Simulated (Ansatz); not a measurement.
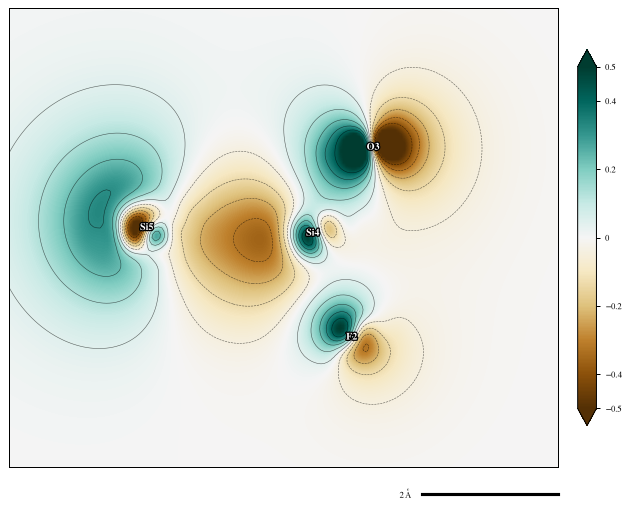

The picture shows: ClFOSi2 (SMILES O=[Si](F)[Si]Cl). One frontier orbital on the plane of atoms F2, Si4 and O3 (values in Å⁻³ᐟ²; the overall sign is arbitrary).

Geometry: B3LYP-D3(BJ)/def2-SVP.

Level of theory: isolated molecule in a Gaussian basis; Kohn-Sham density functional theory, functional PBE0 in Ansatz 0.2.0.

Input file:

```
crystal:
  periodic: [false, false, false]
  atoms:
    - {symbol: Cl, position_ang: [1.763683, 0.990858, 0.054111]}
    - {symbol: F, position_ang: [-1.088462, 3.684945, 0.414052]}
    - {symbol: O, position_ang: [-1.908922, 1.683358, 2.186637]}
    - {symbol: Si, position_ang: [-0.814314, 2.489896, 1.479119]}
    - {symbol: Si, position_ang: [1.559008, 2.101022, 1.834708]}
basis:
  gaussian:
    orbitals: def2-TZVPD
output: {forces: true, orbitals: {seedname: orbitals}}
hamiltonian:
  xc: {name: PBE0}
magnetization:
  spin_polarized: false
  initial_magnetization: 0
```

Launched as:

```sh
ansatz run input.yaml --threads 1 --pin off --max-ram 2610MiB --events-out events.jsonl --progress --plain --runs-dir runs
```

### Which orbital is it: HOMO or LUMO?

The HOMO, at −7.59 eV. By Hirshfeld shares it lies mainly on Si5 (about 45 %), Si4 (about 20 %), O3 (about 20 %) and Cl1 (about 15 %).
